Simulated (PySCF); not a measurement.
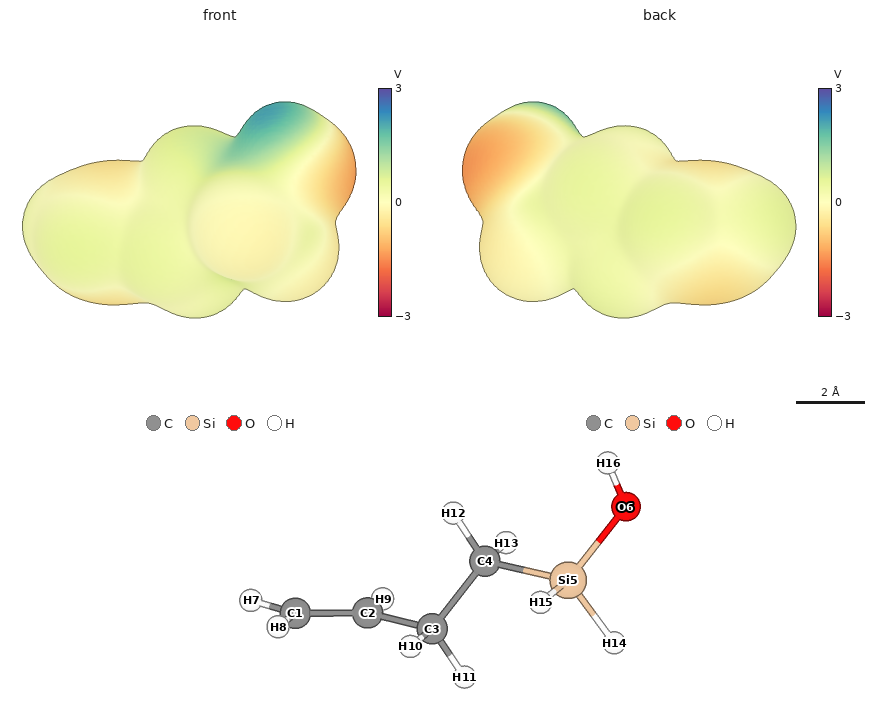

Figure 1: C₄H₁₀OSi. The electrostatic potential painted on the density surface at 0.001 e/bohr³, seen from the front and from behind; red is negative and blue positive. The bare structure is drawn below in the same view.

Geometry: PBE0-D3(BJ)/def2-SVP.

Theory: PBE0/pcSseg-1, SCF density, gas phase, non-relativistic in PySCF.

Input file:

```
{"job": {"kind": "nmr", "xc": "PBE0", "basis": "pcSseg-1"}, "charge": 0, "multiplicity": 1}
C      2.987196    -0.104608    -0.085112
C      1.831585    -0.740366    -0.280918
C      0.541008    -0.086304    -0.665132
C     -0.548386    -0.254309     0.400812
Si    -2.197421     0.512379    -0.074895
O     -3.371642     0.248488     1.080812
H      3.893414    -0.640441     0.209302
H      3.070788     0.979651    -0.215840
H      1.790509    -1.827980    -0.133325
H      0.719127     0.984667    -0.861494
H      0.186412    -0.520281    -1.618365
H     -0.207450     0.193462     1.351514
H     -0.718546    -1.324342     0.615828
H     -2.714905    -0.116258    -1.323719
H     -1.996666     1.980739    -0.312296
H     -3.262312     0.697968     1.922897
```

Command:

```sh
OMP_NUM_THREADS=1 python probes_run.py task.json out
```

> Describe the electrostatic potential map.

The most negative region (about −1.4 V) lies over O6, the most positive (about +2.1 V) over H16. O6 is the likeliest acceptor of a hydrogen bond.

> How polar is the molecule by this calculation?

Its dipole moment is 1.51 D.
